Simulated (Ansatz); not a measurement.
# Calculations on AlN₂H₆F

Part 1: Relaxation

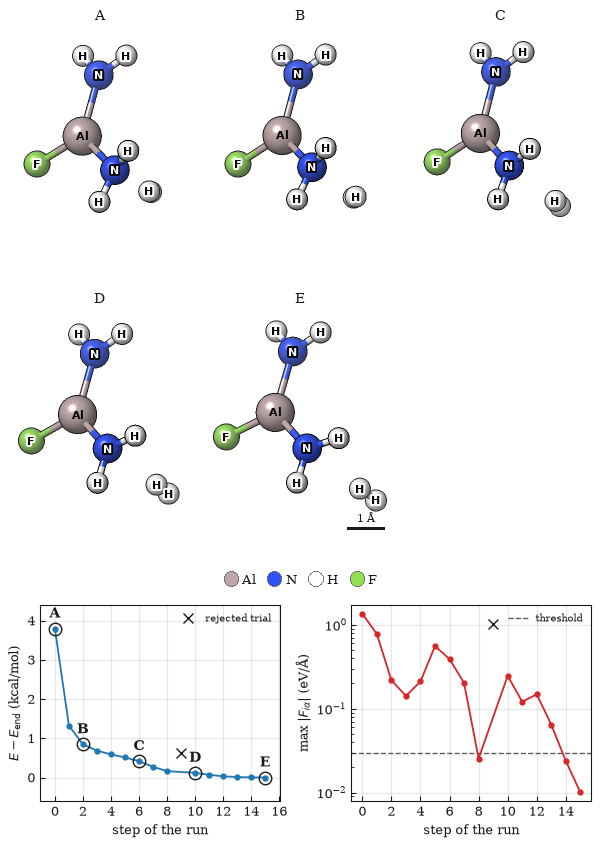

Frames of a relaxation of AlN2H6F, marked on the history of the run. A ball-and-stick model, seen from a free direction.

The run prepares an end point of a later path (reaction) calculation, from a guessed geometry.

Theory: Ansatz, RKS PBE-D4/6-31G*. Settings: no spin polarisation; force threshold 0.03 eV/Å; at most 50 steps.

Describe the path.

Answer. The largest move after the best rigid fit is that of an H atom, 1.00 Å. By element the largest moves are H 1.00 Å, F 0.42 Å, Al 0.27 Å, N 0.26 Å. Some distances before and after: Al–N 1.875 → 1.784 Å, H–H 0.717 → 0.755 Å. Bond angles that change, for instance: Al–N–H 118.8° → 125.3°, Al–N–H 117.6° → 124.0°. The energy falls by 3.80 kcal/mol in 14 accepted moves (15 points after the start). The largest force component goes from 1.4 to 0.01 eV/Å. The line search rejected the trial step at point 9 of the run. The forces were under the threshold at step 8, but the run went on from there. From step 0 to 2: an H atom moves most (0.29 Å), energy −2.95 kcal/mol. From step 2 to 6: an H atom moves most (0.28 Å), energy −0.43 kcal/mol. From step 6 to 10: an H atom moves most (0.30 Å), energy −0.30 kcal/mol. From step 10 to 15: an H atom moves most (0.33 Å), energy −0.12 kcal/mol.

| step | E − E(0), kcal/mol | largest force component, eV/Å | note |
| --- | --- | --- | --- |
| 0 | 0.00 | 1.3580 |  |
| 1 | -2.47 | 0.7749 |  |
| 2 | -2.95 | 0.2183 |  |
| 3 | -3.11 | 0.1418 |  |
| 4 | -3.21 | 0.2109 |  |
| 5 | -3.29 | 0.5585 |  |
| 6 | -3.38 | 0.3907 |  |
| 7 | -3.52 | 0.2024 |  |
| 8 | -3.64 | 0.0254 |  |
| 9 | -3.18 | 1.0146 | rejected |
| 10 | -3.68 | 0.2465 |  |
| 11 | -3.73 | 0.1209 |  |
| 12 | -3.77 | 0.1484 |  |
| 13 | -3.79 | 0.0644 |  |
| 14 | -3.79 | 0.0238 |  |
| 15 | -3.80 | 0.0100 |  |

Limits of the set-up: the start holds two separate molecules, 2.3 Å apart at their closest, whose relative position is a soft coordinate.

Part 2: Relaxation

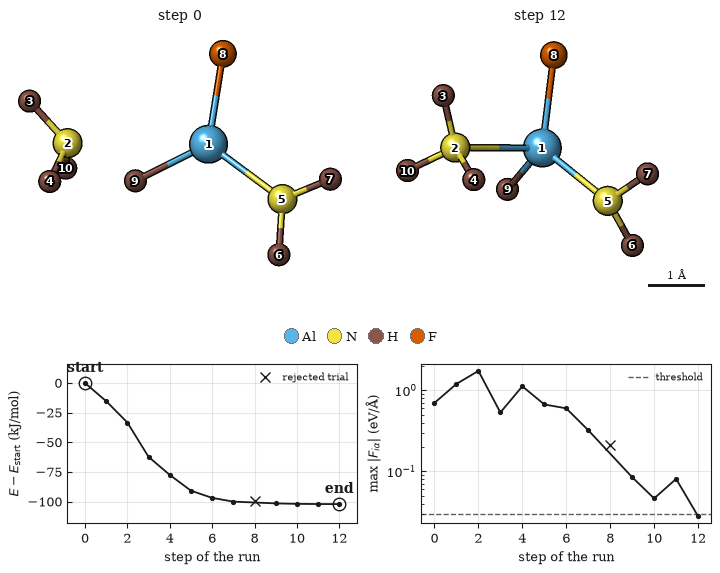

First and last geometry of a relaxation of AlN2H6F, with the history of the run. The picture is a ball-and-stick view, seen at a tilt.

The run prepares an end point of a later path (reaction) calculation, from a guessed geometry.

The calculation used RKS PBE-D4/6-31G* in Ansatz.

The input:
```yaml
crystal:
  periodic: [false, false, false]
  atoms:
    - { symbol: Al, position_ang: [0.157998, -0.507853, -0.517541] }
    - { symbol: "N", position_ang: [0.039321, -0.159027, 2.562969] }
    - { symbol: H, position_ang: [-0.836055, -0.053785, 3.08633] }
    - { symbol: H, position_ang: [0.805616, -0.116105, 3.242629] }
    - { symbol: "N", position_ang: [1.692544, 0.006157, -1.266494] }
    - { symbol: H, position_ang: [2.594602, -0.418526, -1.053374] }
    - { symbol: H, position_ang: [1.818905, 0.835656, -1.845358] }
    - { symbol: F, position_ang: [-1.258321, 0.243728, -0.999522] }
    - { symbol: H, position_ang: [0.087935, -1.781313, 0.404643] }
    - { symbol: H, position_ang: [0.038354, -1.12123, 2.157118] }
basis:
  gaussian: { orbitals: "6-31G*" }
hamiltonian:
  xc: pbe
  dispersion: d4
relax:
  f_tol: 0.03
  max_steps: 50
```

Launched with:
```bash
ansatz run input.yaml --threads 1 --pin off --max-ram 2048MiB --backend cpu --events-out ev --progress --plain --runs-dir out
```

### What do the curves and the structures tell?

It converged. Over 11 accepted moves (12 points after the start) the energy falls by 102.0 kJ/mol. The largest force component goes from 0.7 to 0.028 eV/Å. The line search rejected the trial step at point 8 of the run. H4 moves most after the best rigid fit: 1.19 Å. Largest moves by element: H 1.19 Å, N 0.77 Å, F 0.57 Å, Al 0.48 Å. Near-neighbour distances that change, for instance: Al1–N2 3.102 → 2.070 Å, Al1–N5 1.783 → 1.831 Å, Al1–H9 1.574 → 1.612 Å, Al1–F8 1.674 → 1.696 Å. New bonds form, among them: Al1–N2 (3.10 → 2.07 Å). Bond angles that change, for instance: Al1–N5–H6 123.6° → 117.1°, Al1–N5–H7 125.4° → 119.9°, N5–Al1–H9 121.2° → 116.9°.

Part 3: Path

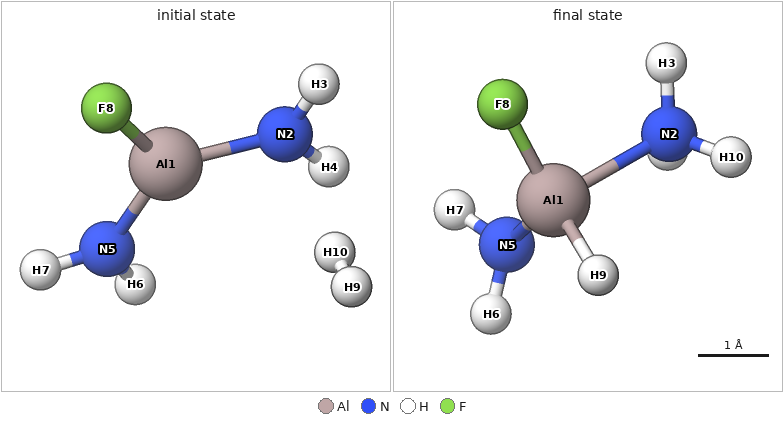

The two relaxed end points of a path for AlN$_{2}$H$_{6}$F, made up at the start of AlN₂H₄F and H2. The picture is a ball-and-stick view, seen at a tilt.

The calculation used RKS PBE-D4/6-31G* in Ansatz.

Set-up: 7 movable images; climbing image; force threshold 0.05 eV/Å; iteration limit 60.

Start:
```xyz
10

Al    0.1749    0.3784    0.0871
N     0.1363    0.0983    1.8484
H    -0.7191    0.0446    2.3983
H     0.9513   -0.0698    2.4350
N     1.6917    0.5305   -0.8334
H     2.6279    0.5097   -0.4348
H     1.7339    0.6296   -1.8458
F    -1.2778    0.5225   -0.7268
H    -0.1101   -3.2329    1.3819
H    -0.0682   -2.4832    1.4615
```

End:
```xyz
10

Al    0.1454   -0.7044   -0.1035
N     0.0674   -0.3582    1.9359
H    -0.7311    0.2289    2.2074
H     0.9394    0.1507    2.1369
N     1.6979    0.2049   -0.4460
H     2.4211   -0.2909   -0.9725
H     1.6590    1.1607   -0.8097
F    -1.3157    0.0626   -0.4933
H     0.2090   -2.3128   -0.1874
H     0.0485   -1.2138    2.5035
```

**Predict the minimum-energy path and its barrier.**

Forward barrier 15.8 kcal/mol, backward barrier 31.3 kcal/mol, with image 5 at the top; the reaction energy is −15.5 kcal/mol. Breaking: H9–H10 (0.76 → 1.02 at the top → 2.91 Å). Forming: Al1–H9 (3.85 → 1.86 at the top → 1.61 Å), N2–H10 (2.62 → 1.42 at the top → 1.03 Å). The band converged in 20 iterations. The largest component of the band force went from 16 to 0.031 eV/Å. The climbing image converged on the top of the path. Its vibrational analysis gives one imaginary mode (1129i cm⁻¹), as a transition state must have.

Energies of the converged images:

```tsv
image	path (Å)	E (kcal/mol)
0	0.00	0.0
1	0.54	0.1
2	1.08	0.3
3	1.62	1.2
4	2.16	6.0
5	2.71	15.8
6	3.52	-8.0
7	4.34	-13.9
8	5.16	-15.5
```

The geometry at the top of the path:

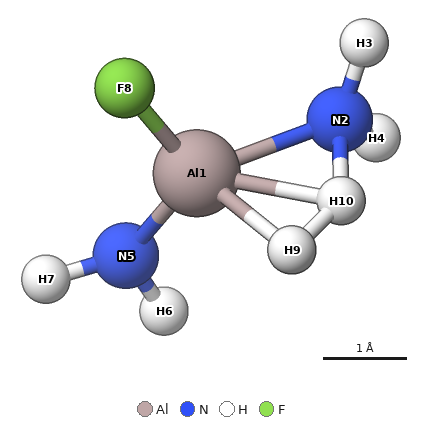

Limits of the set-up: the start holds two separate molecules, 2.6 Å apart at their closest, whose relative position is a soft coordinate.
